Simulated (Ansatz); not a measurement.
**SVWN5/def2-SVP run of C2H4GaN (SMILES N=C=[CH][GaH2])**

What is the vertical singlet–triplet gap of C2H4GaN at SVWN5/def2-SVP? 

The results are computed with Ansatz 0.2.0.

48 further runs of the same task are left out: 48 set aside as unsound or not needed. Runs told in other sessions of the task aren't counted.

### 1 The structure to begin with

C2H4GaN: 8 atoms, total charge 0, spin state singlet. SMILES: `N=C=[CH][GaH2]`. The shape is that of a PBE0-D4/def2-TZVP optimisation.

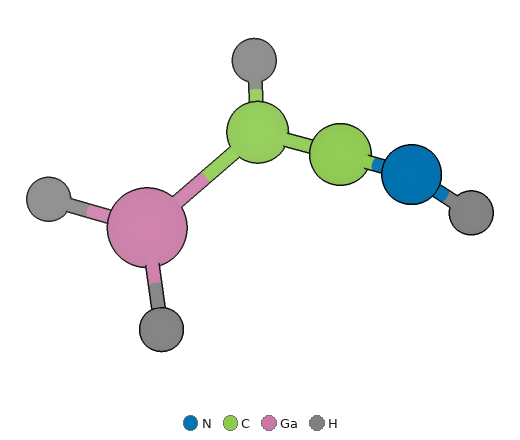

Viewed from a chosen angle; nitrogen blue, carbon green, gallium pink, hydrogen grey.

### 2 The energy at SVWN5/def2-SVP

Input file job.yaml:

```yaml
crystal:
  periodic: [false, false, false]
  atoms:
    - {symbol: N, position_ang: [0.336900, 2.061700, -0.854600]}
    - {symbol: C, position_ang: [0.365600, 1.114900, -0.096000]}
    - {symbol: C, position_ang: [0.472300, 0.025700, 0.622800]}
    - {symbol: Ga, position_ang: [-0.381300, -1.593600, 0.007200]}
    - {symbol: H, position_ang: [-0.411400, 2.740600, -0.770200]}
    - {symbol: H, position_ang: [1.040500, 0.073900, 1.545200]}
    - {symbol: H, position_ang: [-0.231900, -2.886400, 0.876300]}
    - {symbol: H, position_ang: [-1.190600, -1.536800, -1.330700]}
basis:
  gaussian:
    orbitals: def2-SVP
hamiltonian:
  xc: {name: SVWN5}
accuracy: high
output:
  orbitals: {seedname: orbitals}
```

On the command line:

```console
$ ansatz run job.yaml --threads 1 --pin off --max-ram 3480MiB --events-out events.jsonl --progress --plain --runs-dir runs
```

Standard output:

```text
Warning: RAYON_NUM_THREADS=1 ignored (pool sized by the plan → 1); use --threads N
Functional definition: SVWN5
  name "SVWN5"
  exchange = slater_x
  correlation = vwn5_c
2065 factors; integrals over basis functions are off by at most 9.3e-9 eV
mean field evaluation 1: about -55872.0043 eV, gradient 6.9e1 eV
mean field evaluation 2: about -55831.1110 eV, gradient 1.3e2 eV
mean field evaluation 4: about -55880.9814 eV, gradient 2.1e1 eV
mean field evaluation 8: about -55882.1404 eV, gradient 2.3e-1 eV
mean field evaluation 16: about -55882.1321 eV, gradient 5.2e-5 eV
mean field -55882.13206627 eV, -2053.6304751660 hartree, gradient 2.7e-8 eV, S^2 0.000000; 0 other end points of the search recorded, 0 dependent functions left out
reference -55882.13206980 eV, -2053.6304752956 hartree; 27, 27 occupied and 67, 67 virtual orbitals, 2065 factors
Total energy: -55882.13206980 eV, -2053.6304752956 hartree
```

Wall time 4.8 s (1 thread of Arm Neoverse V1, shared host); peak memory 0.23 GiB.

### 3 The triplet at the same level

Input file in.yaml:

```yaml
crystal:
  periodic: [false, false, false]
  atoms:
    - {symbol: N, position_ang: [0.336900, 2.061700, -0.854600]}
    - {symbol: C, position_ang: [0.365600, 1.114900, -0.096000]}
    - {symbol: C, position_ang: [0.472300, 0.025700, 0.622800]}
    - {symbol: Ga, position_ang: [-0.381300, -1.593600, 0.007200]}
    - {symbol: H, position_ang: [-0.411400, 2.740600, -0.770200]}
    - {symbol: H, position_ang: [1.040500, 0.073900, 1.545200]}
    - {symbol: H, position_ang: [-0.231900, -2.886400, 0.876300]}
    - {symbol: H, position_ang: [-1.190600, -1.536800, -1.330700]}
basis:
  gaussian: {orbitals: def2-SVP}
magnetization: {spin_polarized: true, initial_magnetization: 2}
hamiltonian: {xc: {name: SVWN5}}
accuracy: high
output: {orbitals: {seedname: orbitals}}
```

On the command line:

```console
$ ansatz run in.yaml --threads 1 --pin off --max-ram 3480MiB --events-out events.jsonl --progress --plain --runs-dir runs
```

Standard output:

```text
Warning: RAYON_NUM_THREADS=1 ignored (pool sized by the plan → 1); use --threads N
Functional definition: SVWN5
  name "SVWN5"
  exchange = slater_x
  correlation = vwn5_c
2065 factors; integrals over basis functions are off by at most 9.3e-9 eV
mean field evaluation 1: about -55856.1216 eV, gradient 6.0e1 eV
mean field evaluation 2: about -55543.1775 eV, gradient 1.8e2 eV
mean field evaluation 4: about -55854.9535 eV, gradient 5.8e1 eV
mean field evaluation 8: about -55877.4420 eV, gradient 8.5e0 eV
mean field evaluation 16: about -55878.2207 eV, gradient 1.8e-1 eV
mean field evaluation 32: about -55878.2212 eV, gradient 1.4e-7 eV
mean field evaluation 64: about -55877.6344 eV, gradient 5.5e0 eV
mean field evaluation 96: about -55878.2077 eV, gradient 4.9e-2 eV
mean field -55878.22118618 eV, -2053.4867529734 hartree, gradient 3.9e-8 eV, S^2 2.001919; 8 other end points of the search recorded, 0 dependent functions left out
reference -55878.22118962 eV, -2053.4867530999 hartree; 28, 26 occupied and 66, 68 virtual orbitals, 2065 factors
Total energy: -55878.22118962 eV, -2053.4867530999 hartree
```

Run time: 18 s. Hardware: 1 thread of Arm Neoverse V1, shared host; peak memory 0.28 GiB.

### 4 Summary of results

At SVWN5/def2-SVP:

| quantity | value |
| --- | --- |
| singlet: total energy | -2053.63048 Eh |
| singlet: HOMO energy | -6.03 eV |
| singlet: LUMO energy | -2.40 eV |
| singlet: HOMO–LUMO gap | 3.63 eV |
| triplet: total energy | -2053.48675 Eh |
| triplet: HOMO energy (highest over α and β) | -2.70 eV |
| triplet: ⟨S²⟩ | 2.002 |
| vertical energy of the triplet above the singlet | 3.911 eV |

What this shows: At this shape the triplet lies 3.91 eV (90 kcal/mol) above the singlet.
